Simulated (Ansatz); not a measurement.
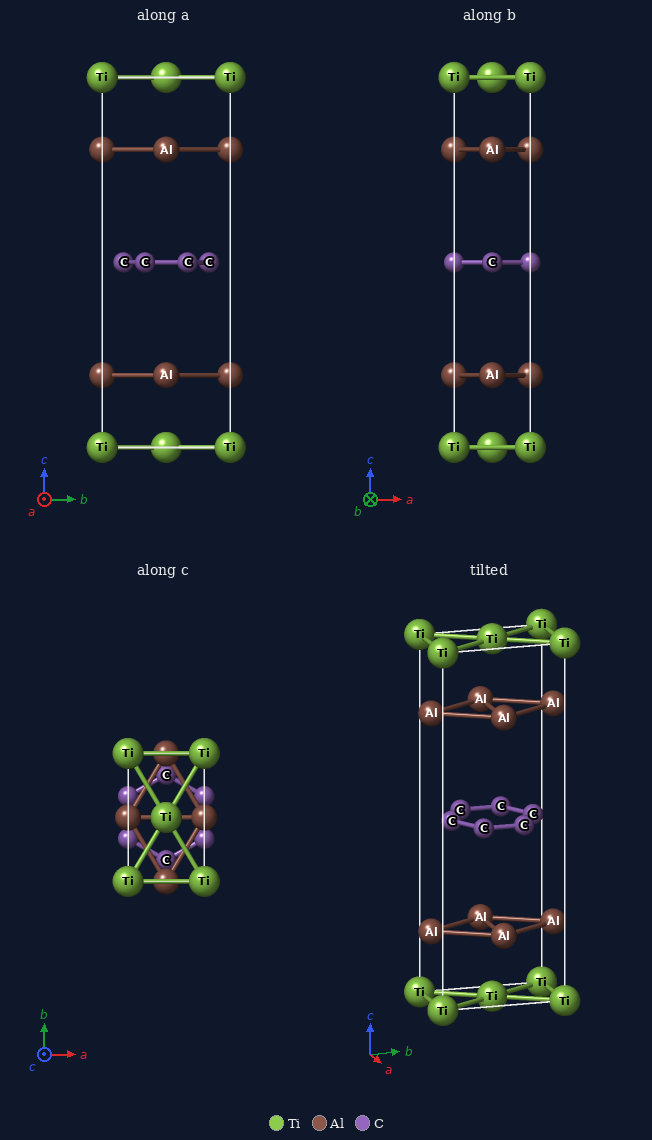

Shown here is a ball-and-stick view of the crystal, taken along the a axis, along the b axis, along the c axis and slightly off an axis. Lines trace the edges of the conventional unit cell.

Lattice parameters: a = 2.638 Å, b = 4.426 Å, c = 12.794 Å, α = 90.00°, β = 90.00°, γ = 90.00°. Put a along x and b in the xy plane.

**Record the structure as a POSCAR file, with free fractional coordinates to two decimals.**

```
Ti Al C
1.0
     2.638    0.000    0.000
     0.000    4.426    0.000
     0.000    0.000   12.794
Ti Al C
2 4 4
Direct
  0.50 0.50 0.00
  0.00 0.00 0.00
  0.00 0.50 0.20
  0.00 0.50 0.80
  0.50 0.00 0.20
  0.50 0.00 0.80
  0.00 0.67 0.50
  0.00 0.33 0.50
  0.50 0.17 0.50
  0.50 0.83 0.50
```

Its origin is a random cell made by a generator, so it need not be a real form of the compound. Earlier steps of the study, as a rule a relaxation of our own, may have changed the cell and positions, so they can lie some per cent off the listed ones. It was run through Ansatz as a DFT input.
